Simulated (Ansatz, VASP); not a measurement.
# Cross-check of WS2 between VASP and Ansatz, part 2 of 2

One calculation is typed for both programs; each brings its own data sets and cutoff. How far apart do they land? The cell is generated by rule, not measured, and may not be a known phase. The cell comes out of the VASP series on this material, whose earlier steps may have relaxed, scaled or displaced it; both programs get it as it stands.

VASP 6.6.1 and Ansatz 0.2.0.

So far: The starting structure; Ansatz: band structure, PBEsol, spin-orbit coupling; VASP: band structure, PBEsol, spin-orbit coupling.

## Step 3: VASP: band structure, PBEsol, spin-orbit coupling (continued)

Level of this step: PBEsol, spin-orbit coupling, no spin polarisation; plane waves and PAW (W, S); invented cell (VASP).

Numbers of over 12 decimals in the logs are rounded to 6 here.

From OUTCAR (step 3):

```text
ion  position               nearest neighbor table
   1  0.000  0.000  0.000-   3 2.60   3 2.60   3 2.60   2 2.60   3 2.60   2 2.60   2 2.60   2 2.60

  LATTYP: Found a face centered cubic cell.
 ALAT       =     6.0044400000

 Subroutine GETGRP returns: Found 48 space group operations
 (whereof 48 operations were pure point group operations)

The static configuration has the point symmetry O_h .

 Found     29 irreducible k-points:

   k-points           NKPTS =     29   k-points in BZ     NKDIM =     29   number of bands    NBANDS=     30

   dimension x,y,z NGX =    28 NGY =   28 NGZ =   28
   dimension x,y,z NGXF=    56 NGYF=   56 NGZF=   56

   ENCUT  =  400.0 eV  29.40 Ry    5.42 a.u.   6.92  6.92  6.92*2*pi/ulx,y,z

   NELECT =      18.0000    total number of electrons

 k-points in reciprocal lattice and weights: Automatic mesh
   0.00000000  0.00000000  0.00000000       0.002
   0.12500000  0.00000000  0.00000000       0.016
   0.25000000  0.00000000  0.00000000       0.016
   0.37500000  0.00000000  0.00000000       0.016
   0.50000000  0.00000000  0.00000000       0.008
   0.12500000  0.12500000  0.00000000       0.012
   0.25000000  0.12500000  0.00000000       0.047
   0.37500000  0.12500000  0.00000000       0.047
   0.50000000  0.12500000  0.00000000       0.047
[...]
-0.37500000  0.50000000  0.12500000       0.023
  -0.25000000  0.50000000  0.25000000       0.012

 average (electrostatic) potential at core
       1 -39.7004       2 -85.9019       3 -85.9019

 E-fermi :   6.0994

 k-point     1 :       0.0000    0.0000    0.0000
  band No.  band energies     occupation
    ...
     16       5.2649      1.00000
     17       5.4766      1.00000
     18       5.4766      1.00000
     19       5.4766      1.00000
     20       5.4766      1.00000
     21      10.2022      0.00000
     22      10.2022      0.00000
     23      10.4733      0.00000
     24      10.4733      0.00000
     25      10.4733      0.00000
    ...

 k-point     2 :       0.1250    0.0000    0.0000
  band No.  band energies     occupation
    ...
     14       4.4451      1.00000
     15       4.7378      1.00000
     16       4.7378      1.00000
     17       6.0534      0.99944
     18       6.0534      0.99944
     19       6.2280      0.00000
     20       6.2280      0.00000
     21       9.0161      0.00000
     22       9.0161      0.00000
     23       9.9168      0.00000
    ...

 k-point     3 :       0.2500    0.0000    0.0000
  band No.  band energies     occupation
    ...
     12       3.4322      1.00000
     13       3.6174      1.00000
     14       3.6174      1.00000
     15       3.7255      1.00000
     16       3.7255      1.00000
     17       6.1866      0.00000
     18       6.1866      0.00000
     19       6.5023      0.00000
     20       6.5023      0.00000
     21       8.0151      0.00000
    ...

  Total       -4.5688905     -4.5688905     -4.5688905     -0.0000000     -0.0000000      0.0000000
  in kB     -135.2582592   -135.2582592   -135.2582592     -0.0000000     -0.0000000      0.0000000
  external PRESSURE =    -135.2582592 kB  Pullay stress =       0.0000000 kB

  energy-cutoff  :      400.00
  volume of cell :       54.12
      direct lattice vectors                 reciprocal lattice vectors
     0.000000000  3.002220000  3.002220000    -0.166543425  0.166543425  0.166543425
     3.002220000  0.000000000  3.002220000     0.166543425 -0.166543425  0.166543425
     3.002220000  3.002220000  0.000000000     0.166543425  0.166543425 -0.166543425

 POSITION                                       TOTAL-FORCE (eV/Angst)
 -----------------------------------------------------------------------------------
      0.00000      0.00000      0.00000         0.000000      0.000000      0.000000
      1.50111      1.50111      1.50111        -0.000000     -0.000000      0.000000
      4.50333      4.50333      4.50333         0.000000     -0.000000     -0.000000
 -----------------------------------------------------------------------------------
    total drift:                                0.000000     -0.000000     -0.000000

  FREE ENERGIE OF THE ION-ELECTRON SYSTEM (eV)
  ---------------------------------------------------
  free  energy   TOTEN  =       -22.8229738168 eV

  energy  without entropy=      -22.8225009917  energy(sigma->0) =      -22.82273740

 Spin-Orbit-Coupling matrix elements
 Ion:    1  E_soc:     -0.4409821
 Ion:    2  E_soc:     -0.0027979
 Ion:    3  E_soc:     -0.0027979

 total charge
# of ion       s       p       d       tot
------------------------------------------
    1        0.517   0.490   3.926   4.933
    2        1.350   2.272   0.000   3.622
    3        1.350   2.272   0.000   3.622
--------------------------------------------------
tot          3.216   5.035   3.926  12.177

 magnetization (x)
# of ion       s       p       d       tot
------------------------------------------
    1       -0.000  -0.000  -0.000  -0.000
    2        0.000  -0.000   0.000  -0.000
    3        0.000   0.000   0.000   0.000
--------------------------------------------------
tot          0.000   0.000  -0.000   0.000

 magnetization (y)
# of ion       s       p       d       tot
------------------------------------------
    1       -0.000  -0.000   0.000  -0.000
    2        0.000   0.000   0.000   0.000
    3        0.000   0.000   0.000   0.000
--------------------------------------------------
tot         -0.000   0.000   0.000   0.000

 magnetization (z)
# of ion       s       p       d       tot
------------------------------------------
    1       -0.000   0.000   0.000   0.000
    2        0.000   0.000   0.000   0.000
    3        0.000   0.000   0.000   0.000
--------------------------------------------------
tot         -0.000   0.000   0.000   0.000

[... 3 further parts left out ...]
```

The run ends at a pressure of -13.53 GPa.

## Step 4: Side by side

Known differences besides the PAW data sets themselves: spin-orbit coupling enters by fully relativistic files in Ansatz and inside the spheres in VASP; the data sets hold 26 valence electrons in Ansatz (fully relativistic PAW (standard-fr) files) and 18 in VASP; the cutoff is 420 eV in Ansatz and 400 eV in VASP; Ansatz makes its cores anew for this functional, VASP keeps those of its PBE data sets. Total energies have different zeros and are not compared.

The two programs side by side:

```tsv
quantity	Ansatz	VASP	difference
pressure (GPa)	-13.00	-13.53	+0.53
```

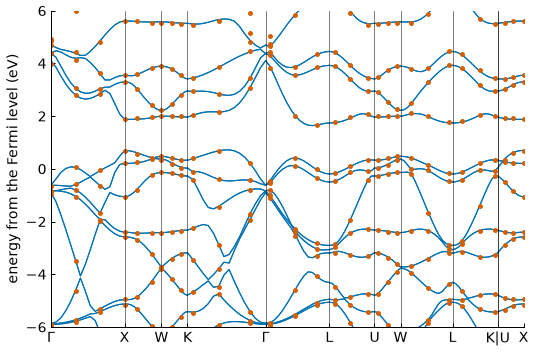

Bands from VASP (lines) and levels from Ansatz (dots). Dots without a line are higher empty bands that the VASP plot leaves out.

Levels from 3 eV below to 2 eV above the Fermi level differ by 15 meV r.m.s. and 39 meV at most; each VASP level is matched to the nearest of Ansatz, which flatters the figure a little.

## Step 5: Summary of results

| Quantity | Value |
| --- | --- |
| r.m.s. difference of levels near the Fermi level (band structure, PBEsol, spin-orbit coupling) | 15 meV |
| difference in pressure (band structure, PBEsol, spin-orbit coupling) | 0.53 GPa |

What this shows: The difference in pressure is 0.53 GPa (band structure, PBEsol, spin-orbit coupling), within the 1 GPa picked in this series as the mark of a large difference. 1 further run on this material is not shown. How closely two codes agree says nothing of how well the functional describes the real material.

[Lines on the potential files, build, host, timing and source positions are cut from VASP's logs without a mark.]

[Logs are printed without paths, hosts, clocks, repeated set-up lines and the standing remarks that a program may print on its own settings, such as how far it seeks lower states.]

[Hosts, paths, dates, database ids (printed as entryN), source tags and the programs' standing remarks are cut or masked in the printed files.]
